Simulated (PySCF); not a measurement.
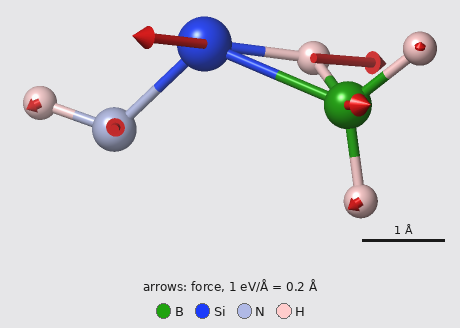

Starting geometry of BSiNH₄ with the computed forces as red arrows. The picture is a ball-and-stick view, seen at a tilt.

It is one of the separated reactants of a reaction.

Theory: PySCF 2.14.0, RKS PBE-D4/def2-SVP, density fitting. 

Q: Is this structure relaxed? If not, where do the atoms go?

A: It isn't relaxed: the largest force vector, on an H atom, is 6.28 eV/Å. The final displacements follow the starting forces only in part (cosine between the two patterns 0.37). The energy falls by 68.7 kcal/mol in 33 geometry steps. The atom that moves furthest after the best rigid fit is an H atom (1.15 Å). Largest moves by element: H 1.15 Å, Si 0.67 Å, N 0.55 Å, B 0.30 Å. Among the contacts that change: H–Si 1.391 → 2.528 Å, B–H 1.150 → 1.226 Å, N–Si 1.610 → 1.556 Å, B–H 1.191 → 1.226 Å. Bonds break, among them: H–Si (1.39 → 2.53 Å). Bond angles that change, for instance: B–Si–N 116.8° → 179.4°, Si–N–H 120.2° → 179.2°, Si–B–H 42.7° → 101.4°. Cost: 3.2 min on 2 threads of Oxide Virtual Turin-like, with other jobs on the host.
